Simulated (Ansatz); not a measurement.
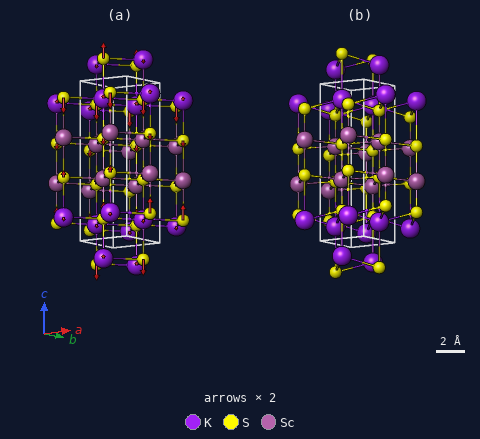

The structure of crystalline KScS2 (a generated structure, set up in P4/nmm) before (left) and after (right) a relaxation, at one scale. The red arrows give the displacements (the part carried along by the change of the cell is left out), magnified 2 times.

Style: ball-and-stick. Shown: the cell of the calculation, from a free direction.

Level of theory: DFT, PBEsol, plane waves, PAW (Ansatz). Settings: plane-wave cutoff 420 eV; k-point mesh 6 × 6 × 2; occupations fermi dirac; smearing width 0.03 eV; no spin polarisation; cell and atoms relaxed; force threshold 0.01 eV/Å; at most 120 steps.

Q: Summarise the run.

A: The largest moves relative to the cell, 0.63 Å, are those of S atoms. By element the largest moves are S 0.63 Å, K 0.16 Å, Sc 0.01 Å. The drawn cell changes as follows: a = b 4.208 → 3.938 Å (−6.4 %), c 11.902 → 11.685 Å (−1.8 %); the volume changes by −14.0 %. Near-neighbour distances that change, for instance: S–Sc 2.976 → 2.303 Å, K–S 2.976 → 3.394 Å, K–S 2.976 → 3.353 Å, S–Sc 2.976 → 2.635 Å. Among the angles between lasting bonds that change: S–K–S 180.0° → 148.2°, K–S–K 180.0° → 148.2°, S–K–S 90.0° → 74.1°. The space group stays P4/nmm (No. 129). Over 6 accepted moves (7 points after the start) the energy falls by 499 meV per atom. The largest force component goes from 2.8 to 0.0084 eV/Å. The pressure goes from −8.15 to −0.02 GPa. The SCF was repeated once at an unchanged geometry on a basis and grid sized afresh for the cell, which shifted the energy by 0.1 meV per atom at most. Cost: 16 s on 4 threads of Arm Neoverse V2, on a shared host, peak memory 0.65 GiB.
